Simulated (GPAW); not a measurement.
# A GW chain in GPAW: YPO4 (I4_1/amd)

Wanted: ground state, empty states, screening and self-energy for YPO4 (I4_1/amd).

Main program and level: GPAW 26.7.0; LDA and many-body steps on it, plane waves.

The database entry behind the starting cell differs from later determinations by our own check (impure mineral, about 0.2 % long), so it need not match the best structure at ambient conditions.

## (1) The structure

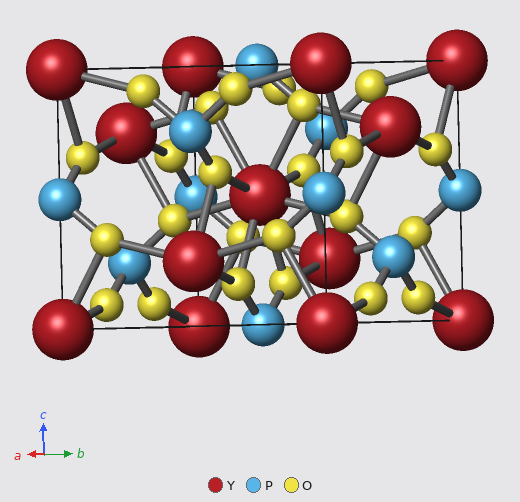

The starting structure, seen slightly off an axis (yttrium red, phosphorus blue, oxygen yellow). This picture shows the conventional cell, with its axes. Some periodic images of atoms are drawn too.

The cell and positions come from the Crystallography Open Database and are kept as given unless a step says otherwise.

## (2) Ground state

This step: GPAW 26.7.0; DFT, LDA, plane waves, PAW.

The ground-state density comes first.

File run.py:

```python
import json
import numpy as np
from gpaw.mpi import world
from ase import Atoms
from gpaw import GPAW, PW, FermiDirac

atoms = Atoms(['Y', 'Y', 'P', 'P', 'O', 'O', 'O', 'O', 'O', 'O', 'O', 'O'],
    cell=[[-3.4473500000, 3.4473500000, 3.0138000000],
      [3.4473500000, -3.4473500000, 3.0138000000],
      [3.4473500000, 3.4473500000, -3.0138000000]],
    scaled_positions=[[0.7500000000, 0.2500000000, 0.5000000000],
      [0.0000000000, 0.0000000000, 0.0000000000],
      [0.5000000000, 0.5000000000, 0.0000000000],
      [0.2500000000, 0.7500000000, 0.5000000000],
      [0.1661000000, 0.3408000000, 0.8253000000],
      [0.0908000000, 0.7655000000, 0.6747000000],
      [0.5155000000, 0.3408000000, 0.1747000000],
      [0.0908000000, 0.4161000000, 0.3253000000],
      [0.5839000000, 0.9092000000, 0.6747000000],
      [0.6592000000, 0.8339000000, 0.1747000000],
      [0.2345000000, 0.9092000000, 0.3253000000],
      [0.6592000000, 0.4845000000, 0.8253000000]],
    pbc=(True, True, True))
calc = GPAW(mode=PW(600),
    xc='LDA',
    kpts={'size': (6, 6, 6), 'gamma': True},
    occupations=FermiDirac(0.001),
    nbands=-12,
    convergence={'density': 1e-6, 'bands': -3},
    maxiter=100,
    txt='gs.txt')
atoms.calc = calc
res = {'energy': atoms.get_potential_energy()}
kpts = calc.get_ibz_k_points()
res['kpts'] = kpts
res['eigenvalues'] = [calc.get_eigenvalues(kpt=k) for k in range(len(kpts))]
res['n_electrons'] = calc.get_number_of_electrons()
calc.write('gs.gpw')

if world.rank == 0:
    with open('result.json', 'w') as f:
        json.dump(res, f, default=lambda x: x.tolist())
```

Started as:

```bash
> mpirun -n 4 gpaw python run.py
```

Numbers of over 12 decimals in the logs are rounded to 6 here.

Output:

```text
__  _  _
 | _ |_)|_||  |
 |__||  | ||/\| - 26.7.0

Input parameters:
  mode=PW(ecut=600.0),
  convergence={'density': 1e-06, 'bands': -3},
  kpts=MonkhorstPack(size=(6, 6, 6), gamma=True),
  maxiter=100,
  nbands=-12,
  occupations=Occupations(name='fermi-dirac', width=0.001, fixmagmom=False),
  xc=XC(name='LDA')
  [... matrices ...]
Diagonalizing LCAO Hamiltonian
Converting LCAO to pw mode

           O
        P Y    O O
               O
                P
             O   O O
        Y

Atoms  # Å, Bohr magnetons
|    | symbol |        x |         y |         z |    initial magnetic moments |
|  0 |      Y | 0.000000 |  3.447350 |  1.506900 | ( 0.0000,  0.0000,  0.0000) |
|  1 |      Y | 0.000000 |  0.000000 |  0.000000 | ( 0.0000,  0.0000,  0.0000) |
|  2 |      P | 0.000000 |  0.000000 |  3.013800 | ( 0.0000,  0.0000,  0.0000) |
|  3 |      P | 3.447350 |  0.000000 |  1.506900 | ( 0.0000,  0.0000,  0.0000) |
|  4 |      O | 3.447350 |  2.242846 | -0.959594 | ( 0.0000,  0.0000,  0.0000) |
|  5 |      O | 4.651854 |  0.000000 |  0.547306 | ( 0.0000,  0.0000,  0.0000) |
|  6 |      O | 0.000000 |  1.204504 |  2.054206 | ( 0.0000,  0.0000,  0.0000) |
|  7 |      O | 2.242846 | -0.000000 |  0.547306 | ( 0.0000,  0.0000,  0.0000) |
|  8 |      O | 3.447350 |  1.204504 |  2.466494 | ( 0.0000,  0.0000,  0.0000) |
|  9 |      O | 1.204504 |  0.000000 |  3.973394 | ( 0.0000,  0.0000,  0.0000) |
| 10 |      O | 3.447350 | -1.204504 |  2.466494 | ( 0.0000,  0.0000,  0.0000) |
| 11 |      O | 2.242846 |  3.447350 |  0.959594 | ( 0.0000,  0.0000,  0.0000) |

Unit cell  # Å
| periodic |         x |         y |         z |  lengths |     angles |
|      yes | -3.447350 |  3.447350 |  3.013800 | 5.731617 | 106.050642 |
|      yes |  3.447350 | -3.447350 |  3.013800 | 5.731617 | 106.050642 |
|      yes |  3.447350 |  3.447350 | -3.013800 | 5.731617 | 116.553051 |

Number of symmetries: 8
Symmetry operations  # r_c * U_cc + t_c -> r_c
|   | kind |            matrix            |
| 0 |  σ   |  1, 1, 1,  0, 0,-1,  0,-1, 0 |
| 1 |  E   |  1, 0, 0,  0, 1, 0,  0, 0, 1 |
| 2 |  C2  |  0, 1, 0,  1, 0, 0, -1,-1,-1 |
| 3 |  S4  |  0, 0, 1, -1,-1,-1,  0, 1, 0 |
| 4 |  σ   |  0, 0,-1,  1, 1, 1, -1, 0, 0 |
| 5 |  C2  |  0,-1, 0, -1, 0, 0,  0, 0,-1 |
| 6 |  C2  | -1, 0, 0,  0,-1, 0,  1, 1, 1 |
| 7 |  S4  | -1,-1,-1,  0, 0, 1,  1, 0, 0 |

BZ-sampling:
  Number of BZ points: 216
  Number of IBZ points: 30

  Monkhorst-Pack size: [6, 6, 6]
  Monkhorst-Pack shift: [0.083333, 0.083333, 0.083333]

K-points  # in reciprocal-cell coordinates
|     |                                coordinates |     weight |
|   0 | (  0.00000000,   0.00000000,   0.00000000) | 0.00462963 |
|   1 | (  0.16666667,  -0.16666667,   0.00000000) | 0.01851852 |
|   2 | (  0.16666667,  -0.16666667,   0.16666667) | 0.01851852 |
|   3 | (  0.16666667,   0.00000000,   0.00000000) | 0.03703704 |
|   4 | (  0.16666667,   0.16666667,  -0.16666667) | 0.00925926 |
|   5 | (  0.33333333,  -0.33333333,   0.00000000) | 0.01851852 |
|   6 | (  0.33333333,  -0.33333333,   0.16666667) | 0.03703704 |
|   7 | (  0.33333333,  -0.33333333,   0.33333333) | 0.01851852 |
|   8 | (  0.33333333,  -0.16666667,   0.00000000) | 0.07407407 |
|   9 | (  0.33333333,  -0.16666667,   0.16666667) | 0.03703704 |
| ... |                                            |            |
|  29 | (  0.50000000,   0.50000000,   0.50000000) | 0.00462963 |

Plane wave coefficients: 4808
Cutoff: 600.0 eV

Spin-components: 1 (collinear spins)
Bands:           52
Projectors:      62
Spin-degeneracy: 2
Datatype:        complex128

  Storage: CPU
  Wave functions: 119_633_280 bytes (29_908_320 per core)
  Projectors: 85_123_680 bytes (21_280_920 per core)
  [... matrices ...]
Parallelization:
  kpt:    4
  domain: 1
  band:   1

Density:
  Valence electrons: 80.0
  Components: 1
  Grid points: [35 35 35]
  Charge: 0.0  # |e|

Potential:
  Grid points: [35 35 35]

species:
  Y:
    name:    Yttrium
    Z:       39.0
    valence: 11
    core:    28
    charge:  0.0  # [|e|]
    compensation charges:
      type: gauss
      rc: 0.40  # [Å]
      lmax: 2
    cutoffs:
      filter: 2.39  # [Å]
      core: 1.70  # [Å]
    projectors
    | kind |    occ | energy [eV] | rcut [Å] |
    |   4s |  2.000 |     -47.976 |    1.328 |
    |   5s |  2.000 |      -4.228 |    1.328 |
    |   4p |  6.000 |     -27.951 |    1.318 |
    |   5p |  0.000 |      -1.496 |    1.318 |
    |   4d |  1.000 |      -2.645 |    1.286 |
    |    d |        |      24.567 |    1.286 |

    Using partial waves for Y as LCAO basis

  P:
    name:    Phosphorus
    Z:       15.0
    valence: 5
    core:    10
    charge:  0.0  # [|e|]
    compensation charges:
      type: gauss
      rc: 0.30  # [Å]
      lmax: 2
    cutoffs:
      filter: 1.69  # [Å]
      core: 1.81  # [Å]
    projectors
    | kind |    occ | energy [eV] | rcut [Å] |
    |   3s |  2.000 |     -14.015 |    0.953 |
    |   3p |  3.000 |      -5.596 |    0.953 |
    |    s |        |      13.197 |    0.953 |
    |    p |        |      21.615 |    0.953 |
    |    d |        |       0.000 |    0.953 |

    Using partial waves for P as LCAO basis

  O:
    name:    Oxygen
    Z:       8.0
    valence: 6
    core:    2
    charge:  0.0  # [|e|]
    compensation charges:
      type: gauss
      rc: 0.21  # [Å]
      lmax: 2
    cutoffs:
      filter: 1.17  # [Å]
      core: 0.83  # [Å]
    projectors
    | kind |    occ | energy [eV] | rcut [Å] |
    |   2s |  2.000 |     -23.752 |    0.688 |
    |   2p |  4.000 |      -9.195 |    0.598 |
    |    s |        |       3.459 |    0.688 |
    |    p |        |      18.016 |    0.598 |
    |    d |        |       0.000 |    0.619 |

    Using partial waves for O as LCAO basis

Reference energy: -218744.249008  # eV

eigensolver:
  PPCG
  Converge bands: -3
  niter=2

density mixing:
  MSR1-Mixer
  Pratt-step length: 0.05
  Maximum mixing coefficient: 0.75
  Old densities: 10
  SVD Regularization: 0.005
  Good broyden scale: 1.0
  Trust region scale: 1.0
  Backstep threshold: 4.0
  History deletion threshold: 6.0
  Fourier metric: weight=20.0, sigma=0.015

occupation numbers:
  Fermi-Dirac:
    width: 0.0010  # eV

poisson solver:
  ecut: 4800.0  # eV

xc functional:
  name: None

Initialization done in: 4.331 s

convergence criteria:
- Maximum integral of absolute [dens]ity change: 1e-06 electrons / valence electron
- Maximum [total energy] change in last 3 cyles: 0.0005 eV / valence electron
- Maximum integral of absolute [eigenst]ate change: 4e-08 eV^2 / valence electron
maximum number of iterations: 100

SCF iterations
|iter     |     time |      energy | eigst |  dens |
|iter:   1|  | -117.248809 | +0.53 |       |
|iter:   2|  | -114.683084 | -0.57 | -0.81 |
|iter:   3|  | -107.017424 | -0.08 | -0.86 |
|iter:   4|  | -106.992774 | -1.13 | -1.47 |
|iter:   5|  | -106.992258c| -1.57 | -1.78 |
|iter:   6|  | -106.992423c| -2.19 | -2.29 |
|iter:   7|  | -106.992537c| -2.65 | -3.11 |
|iter:   8|  | -106.992539c| -3.11 | -3.89 |
|iter:   9|  | -106.992539c| -3.44 | -4.37 |
|iter:  10|  | -106.992539c| -3.83 | -5.05 |
|iter:  11|  | -106.992539c| -4.14 | -5.72 |
|iter:  12|  | -106.992539c| -4.51 | -6.35c|
|iter:  13|  | -106.992539c| -4.80 | -6.94c|
|iter:  14|  | -106.992539c| -5.15 | -7.34c|
|iter:  15|  | -106.992539c| -5.40 | -7.86c|
|iter:  16|  | -106.992539c| -5.80 | -8.39c|
|iter:  17|  | -106.992539c| -6.06 | -8.94c|
|iter:  18|  | -106.992539c| -6.38 | -9.43c|
|iter:  19|  | -106.992539c| -6.67 | -9.97c|
|iter:  20|  | -106.992539c| -6.95 |-10.47c|
|iter:  21|  | -106.992539c| -7.16 |-11.23c|
|iter:  22|  | -106.992539c| -7.41c|-11.73c|

Converged in 22 steps
SCF loop duration: 112.823 s (5.128 s/step)
Energy contributions relative to reference atoms: (reference = -218744.249008)
  [... matrices ...]
Energy contributions:
  Kinetic:          89.197564
  Coulomb:         -86.866577
  Zero:              0.300853
  External:          0.000000
  Xc:             -109.624379
  Entropy:          -0.000000
  Spinorbit:         0.000000
  ----------------------------
  Free energy:    -106.992539
  Extrapolated:   -106.992539

dipole moment: (-11.597975, -32.452659, -3.258967)  # |e|*Ang

Fermi level: 5.738
Eigenvalues  # (at kpt = [0.000, 0.000, 0.000])
| band index |      eig [eV] | occ [0-2] |
|          0 |       -35.596 |     2.000 |
|        ... |               |           |
|         32 |         2.836 |     2.000 |
|         33 |         2.966 |     2.000 |
|         34 |         3.350 |     2.000 |
|         35 |         3.350 |     2.000 |
|         36 |         3.606 |     2.000 |
|         37 |         3.606 |     2.000 |
|         38 |         3.620 |     2.000 |
|         39 |         4.130 |     2.000 |
|         40 |        10.159 |     0.000 |
[...]
|         44 |        11.325 |     0.000 |
|         45 |        11.325 |     0.000 |
|         46 |        11.455 |     0.000 |
|         47 |        11.455 |     0.000 |
|        ... |               |           |
|         51 |        13.966 |     0.000 |

Gap: 5.784 eV
Transition (v -> c):
  (s=0, k=0, n=39, [0.00, 0.00, 0.00]) -> (s=0, k=5, n=40, [0.33, -0.33, 0.00])
Direct/indirect transitions are different
Direct gap: 6.002 eV
Transition at: (s=0, k=1, n=39, [0.17, -0.17, 0.00])
# Writing to gs.gpw (mode='')
  [... matrices ...]
```

Run time: 2 min. Hardware: 4 MPI ranks of Arm Neoverse V1, shared host; peak memory 1.1 GiB.

Numbers from this step:

```yaml
total_energy: -106.9925 eV
gap: 5.784 eV
k_of_the_valence_top: 0, 0, 0
k_of_the_conduction_bottom: 0.3333, -0.3333, 0
least_direct_gap: 6.002 eV
```

The gap is indirect, with the least direct gap 0.22 eV higher.

## (3) Bands along the symmetry lines

Levels along a band path, at the cheap level, show where the edges lie and whether the meshes to come will hold them.

File run.py:

```python
import json
import numpy as np
from gpaw.mpi import world
from gpaw import GPAW

path = [[0.000000, 0.000000, 0.000000],
    [0.000000, 0.000000, 0.062500],
    [0.000000, 0.000000, 0.125000],
    [0.000000, 0.000000, 0.187500],
    [0.000000, 0.000000, 0.250000],
    [0.000000, 0.000000, 0.312500],
    [0.000000, 0.000000, 0.375000],
    [0.000000, 0.000000, 0.437500],
    [0.000000, 0.000000, 0.500000],
    [-0.062500, 0.062500, 0.500000],
    [-0.125000, 0.125000, 0.500000],
    [-0.187500, 0.187500, 0.500000],
    [-0.250000, 0.250000, 0.500000],
    [-0.312500, 0.312500, 0.500000],
    [-0.375000, 0.375000, 0.500000],
    [-0.437500, 0.437500, 0.500000],
    [-0.500000, 0.500000, 0.500000],
    [-0.437500, 0.437500, 0.437500],
    [-0.375000, 0.375000, 0.375000],
    [-0.312500, 0.312500, 0.312500],
    [-0.250000, 0.250000, 0.250000],
    [-0.187500, 0.187500, 0.187500],
    [-0.125000, 0.125000, 0.125000],
    [-0.062500, 0.062500, 0.062500],
    [0.000000, 0.000000, 0.000000],
    [0.055134, 0.055134, -0.055134],
    [0.110268, 0.110268, -0.110268],
    [0.165402, 0.165402, -0.165402],
    [0.220536, 0.220536, -0.220536],
    [0.275670, 0.275670, -0.275670],
    [0.330804, 0.330804, -0.330804],
    [0.385938, 0.385938, -0.385938],
    [0.441072, 0.441072, -0.441072],
    [-0.441072, 0.558928, 0.441072],
    [-0.448438, 0.551562, 0.448438],
    [-0.455804, 0.544196, 0.455804],
    [-0.463170, 0.536830, 0.463170],
    [-0.470536, 0.529464, 0.470536],
    [-0.477902, 0.522098, 0.477902],
    [-0.485268, 0.514732, 0.485268],
    [-0.492634, 0.507366, 0.492634],
    [-0.500000, 0.500000, 0.500000],
    [0.000000, 0.000000, 0.500000],
    [0.031250, 0.031250, 0.468750],
    [0.062500, 0.062500, 0.437500],
    [0.093750, 0.093750, 0.406250],
    [0.125000, 0.125000, 0.375000],
    [0.156250, 0.156250, 0.343750],
    [0.187500, 0.187500, 0.312500],
    [0.218750, 0.218750, 0.281250],
    [0.250000, 0.250000, 0.250000],
    [0.218750, 0.281250, 0.218750],
    [0.187500, 0.312500, 0.187500],
    [0.156250, 0.343750, 0.156250],
    [0.125000, 0.375000, 0.125000],
    [0.093750, 0.406250, 0.093750],
    [0.062500, 0.437500, 0.062500],
    [0.031250, 0.468750, 0.031250],
    [0.000000, 0.500000, 0.000000],
    [0.000000, 0.437500, 0.000000],
    [0.000000, 0.375000, 0.000000],
    [0.000000, 0.312500, 0.000000],
    [0.000000, 0.250000, 0.000000],
    [0.000000, 0.187500, 0.000000],
    [0.000000, 0.125000, 0.000000],
    [0.000000, 0.062500, 0.000000],
    [0.000000, 0.000000, 0.000000]]
calc = GPAW('gs.gpw').fixed_density(kpts=path,
    symmetry='off',
    nbands=50,
    convergence={'bands': 46},
    txt='bands.txt')
res = {}
kpts = calc.get_ibz_k_points()
res['kpts'] = kpts
res['eigenvalues'] = [calc.get_eigenvalues(kpt=k) for k in range(len(kpts))]
res['n_electrons'] = calc.get_number_of_electrons()

if world.rank == 0:
    with open('result.json', 'w') as f:
        json.dump(res, f, default=lambda x: x.tolist())
```

Started as:

```bash
> mpirun -n 4 gpaw python run.py
```

Output:

```text
Diagonalizing LCAO Hamiltonian
Converting LCAO to pw mode
convergence criteria:
- Maximum integral of absolute [eigenst]ate change: 4e-08 eV^2 / valence electron
maximum number of iterations: 100

SCF iterations
|iter     |     time |      energy | eigst |  dens |
|iter:   1|  |             | +0.47 |       |
|iter:   2|  |             | -0.71 |       |
|iter:   3|  |             | -1.47 |       |
[...]
|iter:  21|  |             | -7.11 |       |
|iter:  22|  |             | -7.29 |       |
|iter:  23|  |             | -7.43c|       |
SCF steps: 23
  __  _  _
 | _ |_)|_||  |
 |__||  | ||/\| - 26.7.0

Input parameters:
  mode=PW(ecut=600.0),
  convergence={'bands': 46},
  gpts=array([35, 35, 35]),
  kpts=KPoints(kpts=array([[ 0.      ,  0.      ,  0.      ],
         [ 0.      ,  0.      ,  0.0625  ],
         [ 0.      ,  0.      ,  0.125   ],
         [ 0.      ,  0.      ,  0.1875  ],
[...]
[-0.0625  ,  0.0625  ,  0.5     ],
         [-0.125   ,  0.125   ,  0.5     ],
         [-0.1875  ,  0.1875  ,  0.5     ],
[...]
[ 0.055134,  0.055134, -0.055134],
         [ 0.110268,  0.110268, -0.110268],
         [ 0.165402,  0.165402, -0.165402],
         [ 0.220536,  0.220536, -0.220536],
[...]
[ 0.330804,  0.330804, -0.330804],
         [ 0.385938,  0.385938, -0.385938],
         [ 0.441072,  0.441072, -0.441072],
         [-0.441072,  0.558928,  0.441072],
         [-0.448438,  0.551562,  0.448438],
         [-0.455804,  0.544196,  0.455804],
         [-0.46317 ,  0.53683 ,  0.46317 ],
         [-0.470536,  0.529464,  0.470536],
         [-0.477902,  0.522098,  0.477902],
         [-0.485268,  0.514732,  0.485268],
         [-0.492634,  0.507366,  0.492634],
         [-0.5     ,  0.5     ,  0.5     ],
[...]
[ 0.      ,  0.125   ,  0.      ],
         [ 0.      ,  0.0625  ,  0.      ],
         [ 0.      ,  0.      ,  0.      ]])),
  maxiter=100,
  nbands=50,
  occupations=Occupations(name='fermi-dirac', width=0.001, fixmagmom=False),
  parallel={},
  symmetry=Symmetry(point_group=False, time_reversal=False),
  xc=XC(name='LDA')
```

Elapsed: 3.6 min, on 4 MPI ranks; peak memory 1.5 GiB; 14 min of CPU time.

This step gave:

* gap: 5.785 eV
* k of the valence top: 0, 0, 0
* k of the conduction bottom: 0, 0, 0.375
* least direct gap: 6.000 eV

The gap is 5.785 eV, +0.002 eV from the run before at this level.

Electronic bands along the path, in eV, zero at the top of the highest filled band:

| point | band 37 | band 38 | band 39 | band 40 | band 41 | band 42 | band 43 | band 44 |
| --- | --- | --- | --- | --- | --- | --- | --- | --- |
| Γ | -0.52 | -0.52 | -0.51 | 0.00 | 6.03 | 6.04 | 6.90 | 7.15 |
| X | -0.76 | -0.76 | -0.47 | -0.47 | 5.89 | 5.89 | 6.97 | 6.97 |
| M | -1.06 | -1.06 | -0.70 | -0.70 | 6.65 | 6.65 | 7.22 | 7.22 |
| Γ | -0.52 | -0.52 | -0.51 | 0.00 | 6.03 | 6.04 | 6.90 | 7.15 |
| Z | -1.18 | -0.84 | -0.57 | -0.57 | 6.62 | 6.67 | 7.06 | 7.07 |
| jump to Z0 | -1.18 | -0.84 | -0.57 | -0.57 | 6.62 | 6.67 | 7.06 | 7.07 |
| M | -1.06 | -1.06 | -0.70 | -0.70 | 6.65 | 6.65 | 7.22 | 7.22 |
| jump to X | -0.76 | -0.76 | -0.47 | -0.47 | 5.89 | 5.89 | 6.97 | 6.97 |
| P | -0.97 | -0.97 | -0.47 | -0.47 | 5.98 | 5.98 | 7.08 | 7.08 |
| N | -0.85 | -0.81 | -0.20 | -0.15 | 6.20 | 6.37 | 6.89 | 7.02 |
| Γ | -0.52 | -0.52 | -0.51 | 0.00 | 6.03 | 6.04 | 6.90 | 7.15 |

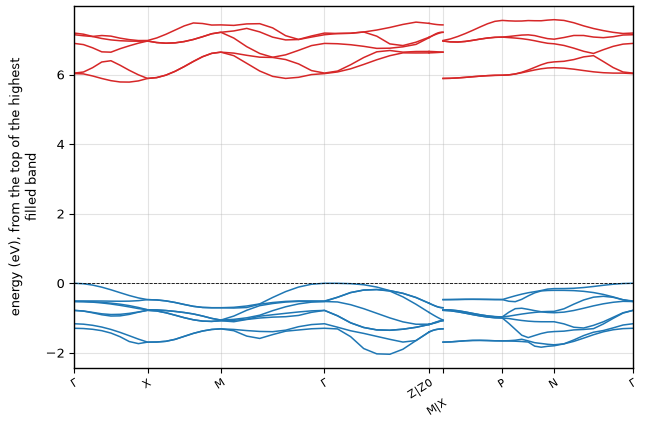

Electronic bands along the path; lines of filled and empty bands in two colours.

## (4) Empty states on the mesh, 4×4×4 mesh, 180 bands

The sums over transitions need many empty states on a uniform mesh; this step solves for them.

File run.py:

```python
import json
import numpy as np
from gpaw.mpi import world
from gpaw import GPAW

calc = GPAW('gs.gpw').fixed_density(kpts={'size': (4, 4, 4), 'gamma': True},
    nbands=210,
    convergence={'bands': 180},
    txt='nscf.txt')
calc.write('full.gpw', mode='all')
res = {}
kpts = calc.get_ibz_k_points()
res['kpts'] = kpts
res['eigenvalues'] = [calc.get_eigenvalues(kpt=k) for k in range(len(kpts))]
res['n_electrons'] = calc.get_number_of_electrons()

if world.rank == 0:
    with open('result.json', 'w') as f:
        json.dump(res, f, default=lambda x: x.tolist())
```

Started as:

```bash
> mpirun -n 4 gpaw python run.py
```

Output:

```text
Diagonalizing LCAO Hamiltonian
Converting LCAO to pw mode
convergence criteria:
- Maximum integral of absolute [eigenst]ate change: 4e-08 eV^2 / valence electron
maximum number of iterations: 100

SCF iterations
|iter     |     time |      energy | eigst |  dens |
|iter:   1|  |             | +3.81 |       |
|iter:   2|  |             | +2.60 |       |
|iter:   3|  |             | +1.47 |       |
[...]
|iter:  12|  |             | -6.97 |       |
|iter:  13|  |             | -7.32 |       |
|iter:  14|  |             | -7.94c|       |
SCF steps: 14
  __  _  _
 | _ |_)|_||  |
 |__||  | ||/\| - 26.7.0

Input parameters:
  mode=PW(ecut=600.0),
  convergence={'bands': 180},
  gpts=array([35, 35, 35]),
  kpts=MonkhorstPack(size=(4, 4, 4), gamma=True),
  maxiter=100,
  nbands=210,
  occupations=Occupations(name='fermi-dirac', width=0.001, fixmagmom=False),
  parallel={},
  xc=XC(name='LDA')
# Writing to full.gpw (mode='all')
  [... matrices ...]

timing:  # [seconds]
  Total: 0.091  # ━━━━━━━━━━━━━━━━━━━━━━━━━━━━━━━━━━━━━━━━━━━━━━━━━━━━━━━━━━━
```

The job ended after 2.9 min (4 MPI ranks; peak memory 1.5 GiB).

This step gave:

```
gap                                                           : 5.826 eV
k of the valence top                                          : 0, 0, 0
k of the conduction bottom                                    : 0.25, -0.25, 0
least direct gap                                              : 6.013 eV
k points computed                                             : 13
lowest point of the top converged band, above the valence top : 49.67 eV
```

On this mesh the gap is 5.826 eV. The earlier step found 5.784 eV, so this mesh misses an edge.

(Continued in part 2 of 2.)

[Paths, hosts, dates, memory and timing lines, banners, echoed tables and standing remarks are left out of the program output.]

[Logs are printed without paths, hosts, clocks, repeated set-up lines and the standing remarks that a program may print on its own settings, such as how far it seeks lower states.]

[Runs of the session that timed out or met a known fault of the program may be left out.]

[Hosts, paths, dates, database ids (printed as entryN), source tags and the programs' standing remarks are cut or masked in the printed files.]
